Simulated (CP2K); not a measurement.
# SnSe (SMILES [Se][Sn]) at PBE/TZV2P-MOLOPT-PBE-GTH (core potential)

Aim: the energy change on altering one bond length of SnSe at PBE/TZV2P-MOLOPT-PBE-GTH (core potential), from 2 runs. 

The results are computed with CP2K 2026.2.

4 further runs of the same task are left out: 4 that didn't finish.

## (1) Starting point

SnSe has 2 atoms, charge 0, and is taken as a singlet. SMILES: `[Se][Sn]`. The shape is that of a PBE0-D4/def2-TZVP optimisation.

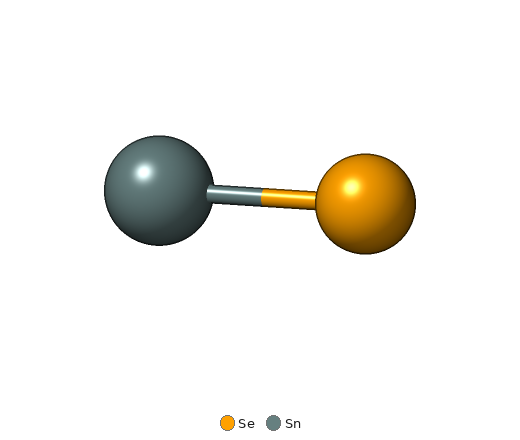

The structure, seen from a chosen angle (selenium orange, tin teal).

## (2) A single-point energy at PBE/TZV2P-MOLOPT-PBE-GTH (core potential)

Contents of molecule.xyz:

```xyz
2

Se     0.000000     0.000000     0.006530
Sn     0.000000     0.000000     2.331810
```

Contents of gas.inp:

```
&GLOBAL
 PROJECT_NAME gas
 RUN_TYPE ENERGY
 PRINT_LEVEL MEDIUM
&END GLOBAL

&FORCE_EVAL
 METHOD QUICKSTEP
 &DFT
  BASIS_SET_FILE_NAME BASIS_MOLOPT_UZH
  POTENTIAL_FILE_NAME POTENTIAL_UZH
  &QS
   METHOD GPW
   EPS_DEFAULT 1.0E-10
  &END QS
  &MGRID
   CUTOFF 400
   REL_CUTOFF 50
   NGRIDS 4
  &END MGRID
  &POISSON
   PERIODIC NONE
   POISSON_SOLVER MULTIPOLE
  &END POISSON
  &SCF
   SCF_GUESS ATOMIC
   EPS_SCF 1.0E-06
   MAX_SCF 40
   &OT
    MINIMIZER CG
    PRECONDITIONER FULL_SINGLE_INVERSE
   &END OT
   &OUTER_SCF
    EPS_SCF 1.0E-06
    MAX_SCF 10
   &END OUTER_SCF
  &END SCF
  &XC
   &XC_FUNCTIONAL PBE
   &END XC_FUNCTIONAL
  &END XC
  &PRINT
   &MOMENTS
    PERIODIC F
    REFERENCE COM
    MAX_MOMENT 1
   &END MOMENTS
   &MO_CUBES
    NLUMO 3
    NHOMO -1
    WRITE_CUBE F
   &END MO_CUBES
   &HIRSHFELD OFF
   &END HIRSHFELD
  &END PRINT
 &END DFT
 &SUBSYS
  &CELL
   ABC 7 7 9.3
   PERIODIC NONE
  &END CELL
  &TOPOLOGY
   COORD_FILE_NAME molecule.xyz
   COORD_FILE_FORMAT XYZ
   &CENTER_COORDINATES
   &END CENTER_COORDINATES
  &END TOPOLOGY
  &KIND Se
   BASIS_SET TZV2P-MOLOPT-PBE-GTH-q6
   POTENTIAL GTH-PBE-q6
  &END KIND
  &KIND Sn
   BASIS_SET TZV2P-MOLOPT-PBE-GTH-q14
   POTENTIAL GTH-PBE-q14
  &END KIND
 &END SUBSYS
&END FORCE_EVAL
```

Command:

```sh
$ OMP_NUM_THREADS=1 cp2k.psmp -i gas.inp > gas.out 2>&1
```

Log:

```text
CP2K| version string:                                       CP2K version 2026.2
[...]
 GLOBAL| Method name                                                        CP2K
[...]
 GLOBAL| Run type                                                         ENERGY
[...]
 DFT| Spin restricted Kohn-Sham (RKS) calculation                            RKS
 DFT| Multiplicity                                                             1
[...]
 DFT| Charge                                                                   0
[...]
 FUNCTIONAL| PBE:
 QS| Method:                                                                 GPW
[...]
 QS| Density cutoff [a.u.]:                                                200.0
[...]
 QS| Relative density cutoff [a.u.]:                                        25.0
[...]
                             - Atoms:                                          2
[...]
                             - Spherical basis functions:                     70
[...]
 Number of electrons:                                                         20
[...]
     1 OT CG       0.80E-01    0.6     0.26498829       -75.0474180770 -7.50E+01
[...]
    33 OT CG       0.20E+00    0.7     0.00000092       -76.9603080667 -1.32E-10
  *** SCF run converged in    33 steps ***
[...]
  Overlap energy of the core charge distribution:               0.00000002603725
  Self energy of the core charge distribution:               -127.25136631603212
  Core Hamiltonian energy:                                     36.17149444992007
  Hartree energy:                                              24.32283074269106
  Exchange-correlation energy:                                -10.20326696935490
  Total energy:                                               -76.96030806673866
[...]
                     Mulliken Population Analysis
 #  Atom  Element  Kind  Atomic population                           Net charge
       1     Se       1          6.369387                             -0.369387
       2     Sn       2         13.630613                              0.369387
 # Total charge                             20.000000                 -0.000000
[...]
  Dipole moment [Debye]
    X= -0.3538563E-04 Y= -0.3570508E-04 Z=  0.2455341E+01  Total=      2.4553406
[...]
 HOMO - LUMO gap [eV] :    2.901791
 ENERGY| Total FORCE_EVAL ( QS ) energy [hartree]            -76.960308066738662
[...]
```

Run time: 38 s. Hardware: 1 thread of Arm Neoverse V1, shared host; peak memory 0.47 GiB.

## (3) The distorted shape

Contents of qs.inp:

```
&GLOBAL
  PROJECT_NAME qs
  RUN_TYPE ENERGY
  PRINT_LEVEL MEDIUM
&END

&FORCE_EVAL
  METHOD QUICKSTEP
  &DFT
    BASIS_SET_FILE_NAME BASIS_MOLOPT_UZH
    POTENTIAL_FILE_NAME POTENTIAL_UZH
    # Quickstep
    &QS
      METHOD GPW
      EPS_DEFAULT 1.0E-10
    &END
    # real-space grids
    &MGRID
      CUTOFF 400
      REL_CUTOFF 50
      NGRIDS 4
    &END
    # isolated system
    &POISSON
      PERIODIC NONE
      POISSON_SOLVER MULTIPOLE
    &END
    # self-consistent field
    &SCF
      SCF_GUESS ATOMIC
      EPS_SCF 1.0E-06
      MAX_SCF 50
      &OT
        MINIMIZER DIIS
        PRECONDITIONER FULL_ALL
      &END
      &OUTER_SCF
        EPS_SCF 1.0E-06
        MAX_SCF 5
      &END
    &END
    &XC
      &XC_FUNCTIONAL PBE
      &END
    &END
    &PRINT
      &MOMENTS
        PERIODIC F
        REFERENCE COM
        MAX_MOMENT 1
      &END
      &MO_CUBES
        NLUMO 5
        NHOMO -1
        WRITE_CUBE F
      &END
      &HIRSHFELD OFF
      &END
    &END
  &END
  # structure
  &SUBSYS
    # box in angstrom
    &CELL
      ABC 7 7 9.7
      PERIODIC NONE
    &END
    &COORD
      Se     3.500000     3.500000     3.512950
      Sn     3.500000     3.500000     6.187050
    &END
    &KIND Se
      BASIS_SET TZV2P-MOLOPT-PBE-GTH-q6
      POTENTIAL GTH-PBE-q6
    &END
    &KIND Sn
      BASIS_SET TZV2P-MOLOPT-PBE-GTH-q14
      POTENTIAL GTH-PBE-q14
    &END
  &END
&END
```

Command:

```sh
$ OMP_NUM_THREADS=1 cp2k.psmp qs.inp > qs.out
```

Log:

```text
CP2K| version string:                                       CP2K version 2026.2
[...]
 GLOBAL| Method name                                                        CP2K
[...]
 GLOBAL| Run type                                                         ENERGY
[...]
 DFT| Spin restricted Kohn-Sham (RKS) calculation                            RKS
 DFT| Multiplicity                                                             1
[...]
 DFT| Charge                                                                   0
[...]
 FUNCTIONAL| PBE:
 QS| Method:                                                                 GPW
[...]
 QS| Density cutoff [a.u.]:                                                200.0
[...]
 QS| Relative density cutoff [a.u.]:                                        25.0
[...]
                             - Atoms:                                          2
[...]
                             - Spherical basis functions:                     70
[...]
 Number of electrons:                                                         20
[...]
     1 OT DIIS     0.15E+00    0.7     0.24015984       -74.9048361730 -7.49E+01
[...]
     8 OT DIIS     0.15E+00    0.7     0.00000042       -76.9388745615 -4.22E-10
  *** SCF run converged in     8 steps ***
[...]
  Overlap energy of the core charge distribution:               0.00000000005307
  Self energy of the core charge distribution:               -127.25136631603212
  Core Hamiltonian energy:                                     36.01458917216683
  Hartree energy:                                              24.42730236475072
  Exchange-correlation energy:                                -10.12939978243416
  Total energy:                                               -76.93887456149567
[...]
                     Mulliken Population Analysis
 #  Atom  Element  Kind  Atomic population                           Net charge
       1     Se       1          6.357811                             -0.357811
       2     Sn       2         13.642189                              0.357811
 # Total charge                             20.000000                  0.000000
[...]
  Dipole moment [Debye]
    X=  0.1954269E-05 Y= -0.2141604E-05 Z=  0.3729234E+01  Total=      3.7292335
[...]
 WARNING : did not converge in ot_eigensolver
 number of iterations          299  exceeded maximum
 current gradient / target gradient   2.0498822260726741E-005  /    1.0000000000000001E-005
[...]
 HOMO - LUMO gap [eV] :    1.839935
 ENERGY| Total FORCE_EVAL ( QS ) energy [hartree]            -76.938874561495666
[...]
```

Run time: 41 s. Hardware: 1 thread of Arm Neoverse V1, shared host; peak memory 0.47 GiB.

## (4) Outcome

Level: PBE/TZV2P-MOLOPT-PBE-GTH (core potential).

```
                                                           quantity         value
                                          first shape: total energy  -76.96031 Eh
                                         first shape: dipole moment        2.46 D
                                           first shape: HOMO energy      -5.91 eV
                                           first shape: LUMO energy      -3.00 eV
                                         first shape: HOMO–LUMO gap       2.90 eV
                                      distorted shape: total energy  -76.93887 Eh
                                     distorted shape: dipole moment        3.73 D
                                       distorted shape: HOMO energy      -5.36 eV
                                       distorted shape: LUMO energy      -3.52 eV
                                     distorted shape: HOMO–LUMO gap       1.84 eV
energy change with the Se1–Sn2 bond stretched from 2.325 to 2.674 Å      0.583 eV
```

**Reading.** With the Se1–Sn2 bond stretched from 2.325 to 2.674 Å the energy rises by 0.58 eV (13.4 kcal/mol). The first shape isn't relaxed at this level, so the change isn't measured from a minimum.
